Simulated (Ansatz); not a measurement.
Mg12Br: several calculations on one system

**1. Relaxation**

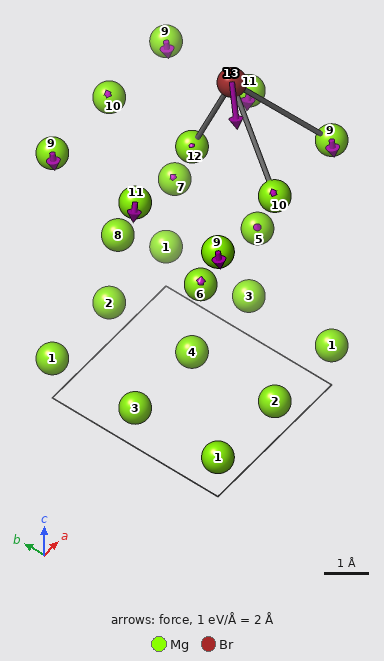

Starting geometry of a slab of composition Mg12Br with the computed forces as purple arrows. A ball-and-stick model of the cell of the calculation, outlined in the plane, without the vacuum, seen from a free direction.

It is Br on Mg(0001), set down by a guess. The run prepares the start of a later molecular dynamics calculation, from a guessed geometry. 4 atoms are held fixed.

Theory: Ansatz, DFT LDA, scalar-relativistic, plane waves, PAW. (plane-wave cutoff 420 eV; k-point mesh 2 × 2 × 1; occupations fermi dirac; smearing width 0.1 eV; no spin polarisation; atoms relaxed in a fixed cell; force threshold 0.08 eV/Å; at most 25 steps)

Question: What follows when this structure is relaxed?

Answer: It isn't relaxed: the largest force vector, on Br13, is 0.59 eV/Å. The final displacements follow the starting forces only in part (cosine between the two patterns 0.47). The energy falls by 0.246 eV per cell of the calculation in 6 accepted moves (7 points after the start). Largest force component: 0.59 eV/Å at the start, 0.017 eV/Å at the end. 1 step only repeated the SCF at the same geometry. Br13 moves most: 0.95 Å at 64° to the normal (−c side). By element the largest moves are Br 0.95 Å, Mg 0.29 Å. The cell doesn't change. Among the contacts that change: Mg9–Br13 3.530 → 2.728 Å, Mg10–Br13 2.789 → 2.704 Å, Mg12–Br13 2.676 → 2.705 Å. Among the angles between lasting bonds that change: Mg10–Br13–Mg12 71.9° → 74.5°. Cost: 59 s on 1 thread of Arm Neoverse V1 (shared host), peak memory 0.64 GiB.

Limits of the set-up: the cell has an odd number of electrons but was run without spin polarisation; the k-point mesh is coarse for a cell with partly filled bands; the program's low-accuracy preset was used; the periodic images lie only 6.4 Å apart, so the values are limited by the cell's size.

**2. Dynamics**

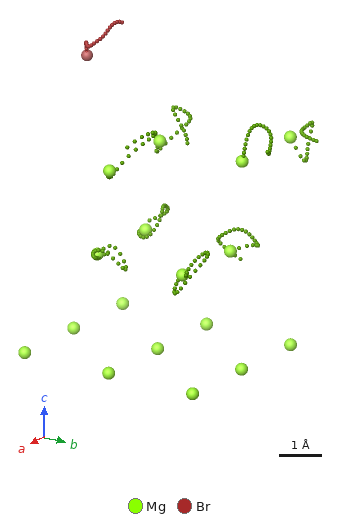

Molecular dynamics of Br on Mg(0001) (13 atoms in the cell), 300 fs long. Dots mark each atom's position at evenly spaced times, in the colour of its element; spheres stand at the starting positions. Fixed atoms have no trace. Seen slightly off an axis in the simulation cell, with the vacuum cut short.

Computed with Ansatz, DFT LDA, scalar-relativistic, plane waves, PAW. Run with plane-wave cutoff 420 eV; k-point mesh 2 × 2 × 1; Fermi-Dirac smearing 0.1 eV; low-accuracy preset; 4 atoms held fixed; constant energy (NVE); velocities drawn for 2400 K; time step 3 fs.

### What do the traces tell about the motion?

In the second half of the run the atoms are, in the root-mean-square, this far from where they began (common drift taken out): Br 0.83 Å, Mg 0.72 Å. Against the typical shortest distance between atoms in the first frame, about 3.0 Å these are large excursions, but over 300 fs one can't yet tell strong vibration from the start of diffusion. The total energy stays between −0.031 and 0.43 meV per atom of its start. A straight-line fit has a slope that amounts to +0.076 meV per atom over 300 fs (under 0.1 % of the mean kinetic energy), and the ripple about it is 0.3 % of the kinetic energy's fluctuation. With a drift under 2 % and a ripple under 7 %, the integration is accurate.

Limits of the set-up: the cell has an odd number of electrons but was run without spin polarisation; the k-point mesh is coarse for a cell with partly filled bands; the program's low-accuracy preset was used; the periodic images lie only 6.4 Å apart, so the values are limited by the cell's size.

**3. Dynamics**

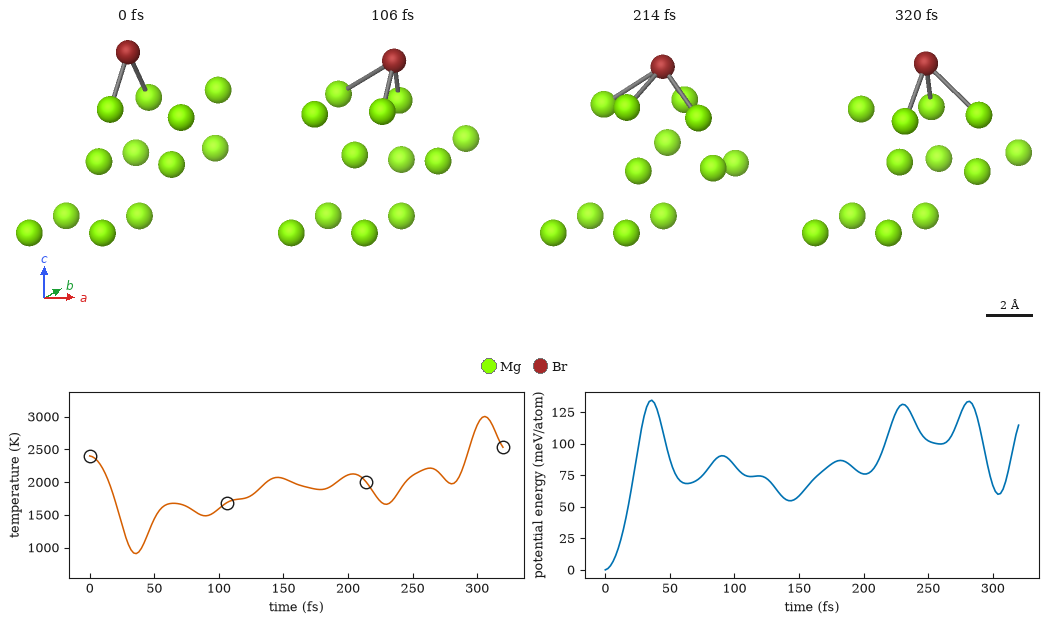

First-principles dynamics of Br on Mg(0001) (13 atoms in the cell), 320 fs long. It starts from the last geometry of an earlier run, with fresh velocities. Frames and the history of the run. Style: ball-and-stick. Shown: the simulation cell, with the vacuum cut short, from a free direction. Atoms that leave the cell re-enter on the other side. Bonds to atoms that aren't drawn are left out.

Method: DFT LDA, scalar-relativistic, plane waves, PAW in Ansatz. Run with plane-wave cutoff 420 eV; k-point mesh 2 × 2 × 1; Fermi-Dirac smearing 0.1 eV; low-accuracy preset; 4 atoms held fixed; Nosé-Hoover thermostat (NVT); set temperature 2400 K; time step 2 fs; thermostat time 200.0 fs.

Input
```yaml
accuracy: low
crystal:
  lattice:
    - [6.42, 0.0, 0.0]
    - [3.21, 5.559883, 0.0]
    - [0.0, 0.0, 16.21304]
  atoms:
    - { symbol: Mg, position: [0.0, 0.0, 0.0616787] }
    - { symbol: Mg, position: [0.5, 0.0, 0.0616787] }
    - { symbol: Mg, position: [0.0, 0.5, 0.0616787] }
    - { symbol: Mg, position: [0.5, 0.5, 0.0616787] }
    - { symbol: Mg, position: [-0.2152345, 0.37089081, 0.21890859] }
    - { symbol: Mg, position: [0.30508183, 0.33792486, 0.22995741] }
    - { symbol: Mg, position: [-0.16531328, 0.86342877, 0.21755412] }
    - { symbol: Mg, position: [0.2886797, 0.87007639, 0.2036235] }
    - { symbol: Mg, position: [-0.03178397, 0.13659442, 0.37354173] }
    - { symbol: Mg, position: [0.48029828, 0.14269967, 0.39541009] }
    - { symbol: Mg, position: [-0.01428007, 0.60251294, 0.4060873] }
    - { symbol: Mg, position: [0.48013099, 0.66527245, 0.37896313] }
    - { symbol: Br, position: [0.52208658, 0.30082636, 0.54102731] }
basis:
  ecutwfc: 420.0
kpoints:
  mp_grid: { grid: [2, 2, 1] }
hamiltonian:
  xc: lda
scf:
  occupations: { method: fermi_dirac, width: 0.1 }
  lower_state_search: "off"
md:
  timestep: 2
  n_steps: 160
  ensemble: nvt_nose_hoover
  temperature: 2400.0
  initial_velocities: maxwell_boltzmann
  seed: 801269
  nose_hoover: { tau: 200.0, chain_length: 1 }
  constraints: [{ sites: [0, 1, 2, 3] }]
```

Launched with:
```bash
ansatz run input.yaml --threads 1 --pin off --max-ram 3072MiB --backend cpu --events-out ev --progress --plain --runs-dir out
```

Question: What happens in this trajectory?

Answer: Root-mean-square distances from the starting positions over the second half, with the common drift of all atoms taken out: Mg 0.89 Å, Br 0.78 Å. Against the typical shortest distance between atoms in the first frame, about 2.9 Å these are wide excursions, but the first-neighbour bonds of the start all hold: the network flexes, or its layers or units shift against each other, without breaking. Over the second half the temperature averages 2134 K (spread ±341 K). The potential energy in the second half lies on average 97.0 meV per atom above the first frame.

Limits of the set-up: the cell has an odd number of electrons but was run without spin polarisation; the k-point mesh is coarse for a cell with partly filled bands; the program's low-accuracy preset was used; the periodic images lie only 6.4 Å apart, so the values are limited by the cell's size.
